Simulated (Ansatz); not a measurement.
## Ligand exchange: C4H6F4 + CH4O2Sn → C3H4F4O + C2H6OSn

Species: C4H6F4 `CC(F)(CF)C(F)F`, singlet; CH4O2Sn `C[O][Sn][OH]`, singlet; C3H4F4O `OC(F)(CF)C(F)F`, singlet; C2H6OSn `C[O][Sn][CH3]`, singlet. The partners trade CH3 for OH: C–CH3 and Sn–OH bonds give way to C–OH and Sn–CH3.

Shapes, held fixed at every level: PBE0-D4/def2-TZVP. Flexible molecules stand in one conformer, not always the lowest. Programs: Ansatz 0.2.0. The zero-point and thermal change to 298 K, harmonic and unscaled (PBE0-D4/def2-TZVP), is -2.6 kJ/mol.

```json
{"level": "HF/def2-TZVPP", "kind": "Hartree–Fock", "ΔH(298 K) (kJ/mol)": "+110.1"}
{"level": "r2SCAN-D4/def2-TZVPP", "kind": "meta-GGA", "ΔH(298 K) (kJ/mol)": "+116.4"}
{"level": "BHLYP-D4/def2-TZVPP", "kind": "global hybrid", "ΔH(298 K) (kJ/mol)": "+115.1"}
{"level": "r2SCAN0-D4/def2-TZVPP", "kind": "global hybrid", "ΔH(298 K) (kJ/mol)": "+112.8"}
{"level": "B2PLYP/def2-TZVPP", "kind": "double hybrid", "ΔH(298 K) (kJ/mol)": "+119.5"}
{"level": "CCSD(T)/def2-SVP", "kind": "coupled cluster or CI", "ΔH(298 K) (kJ/mol)": "+101.9"}
{"level": "MP2/def2-TZVPP", "kind": "perturbation theory", "ΔH(298 K) (kJ/mol)": "+122.2"}
```

MP2/def2-TZVPP gives ΔH(298 K) = +122.2 kJ/mol; the levels span +101.9 to +122.2. The median of the levels is +115.1. No measured value is set beside it here. For atoms past krypton def2 sets carry core potentials with scalar relativity. Outer-core shells of Sn are correlated, in sets that cover them unevenly.

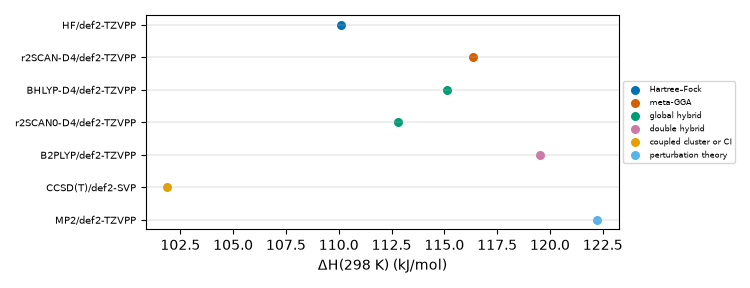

The values of the table, level by level.
